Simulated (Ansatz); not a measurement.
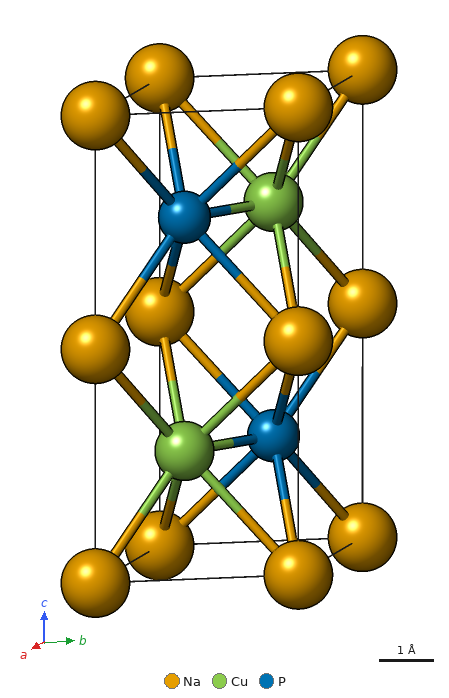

We look at a ball-and-stick model of the crystal slightly off an axis. Lines trace the edges of the conventional unit cell.

NaCuP, ZrBeSi type, space group P6_3/mmc (No. 194), a = 3.868 Å, b = 3.868 Å, c = 8.877 Å, α = 90.00°, β = 90.00°, γ = 120.00°. Starting structure: a structure type filled with these elements by a generator (whether the compound takes this form wasn't checked). Earlier steps of the study may have refined or changed the cell and positions. It was the input of a calculation with Ansatz.

This one geometry was computed with Ansatz (DFT, plane waves, PAW) at three levels of theory: PBE, LDA and r2SCAN.

Q: Which level gives the highest pressure at this volume, and what does that say about its equilibrium volume?

A: Highest: PBE (0.0 GPa), which points to the largest equilibrium volume. Lowest, with the smallest volume: LDA (-4.7 GPa). Levels within 0.5 GPa of each other can't be told apart.

Q: How does the band gap change with the level of theory?

A: All levels give a metal.

Q: Collect the results in a table.

A:
| level | cutoff (eV) | k-mesh of the run's cell | gap (eV) | pressure (GPa) |
| --- | --- | --- | --- | --- |
| PBE | 420 | 12×12×4 | metal | 0.0 |
| LDA | 420 | 12×12×4 | metal | -4.7 |
| r2SCAN | 500 | 12×12×4 | metal | -1.8 |

Gaps are taken on the k-mesh or band path of each run.
